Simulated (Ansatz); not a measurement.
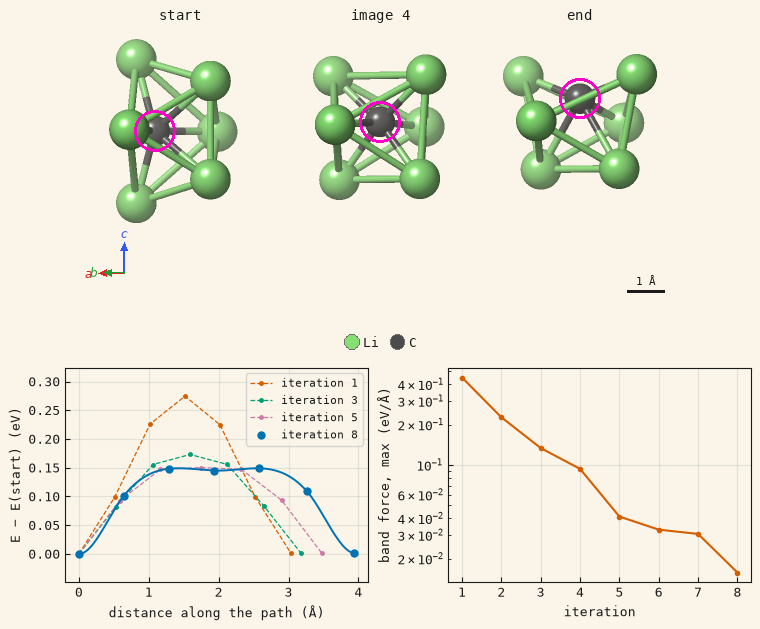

NEB run on Li with an interstitial C (17 atoms in the cell). Images are numbered from 0 (start) to 6 (end). The plot follows the band through its iterations. A ball-and-stick model of the atoms within 3.6 Å of the middle of the path, seen from a free direction. The atoms that move most are ringed. Bonds to atoms that aren't drawn are left out.

All numbers below come from Ansatz 0.2.0, DFT PBEsol, scalar-relativistic, plane waves, PAW. Settings: plane-wave cutoff 420 eV; k-point mesh 3 × 3 × 3; Gaussian smearing 0.1 eV; 5 movable images; climbing image; force threshold 0.03 eV/Å; iteration limit 80; starting path by image-dependent pair potential.

### Judge this run.

The run is converged, with reservations. The band converged in 8 iterations. The largest component of the band force went from 0.45 to 0.016 eV/Å. The climbing image converged on the top of the path. A check of its curvatures didn't confirm a first-order saddle. The first iteration put the highest image at 0.275 eV. The barrier is about 0.149 eV in both directions, with image 4 at the top; the ends have nearly the same energy.

Limits of the set-up: the periodic images lie only 7.0 Å apart, so the values are limited by the cell's size.
